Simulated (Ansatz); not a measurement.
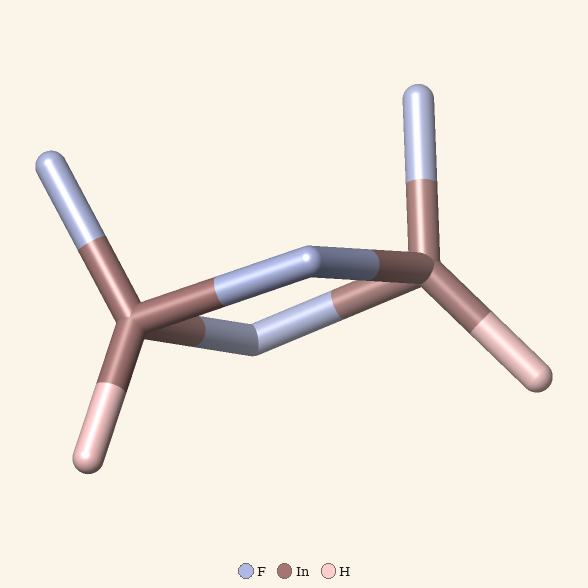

Computed geometry: PBE0-D4/def2-TZVP optimisation. Program: Ansatz 0.2.0.

Tabulate HOMO energy (eV) at these levels: B97M-V/def2-TZVPP; CAM-B3LYP-D4/def2-TZVPP; PBE0-D4/def2-TZVPP; SPW92 (LDA)/def2-TZVPP; r2SCANh-D4/def2-TZVPP; ωB97M-V/def2-QZVPP; ωB97M-V/def2-SVP; ωB97M-V/def2-TZVPP; ωB97X-V/def2-TZVPP.

| level | HOMO energy (eV) |
| --- | --- |
| B97M-V/def2-TZVPP | −8.75 |
| CAM-B3LYP-D4/def2-TZVPP | −11.41 |
| PBE0-D4/def2-TZVPP | −9.94 |
| SPW92 (LDA)/def2-TZVPP | −8.43 |
| r2SCANh-D4/def2-TZVPP | −9.29 |
| ωB97M-V/def2-QZVPP | −12.29 |
| ωB97M-V/def2-SVP | −12.04 |
| ωB97M-V/def2-TZVPP | −12.27 |
| ωB97X-V/def2-TZVPP | −12.38 |
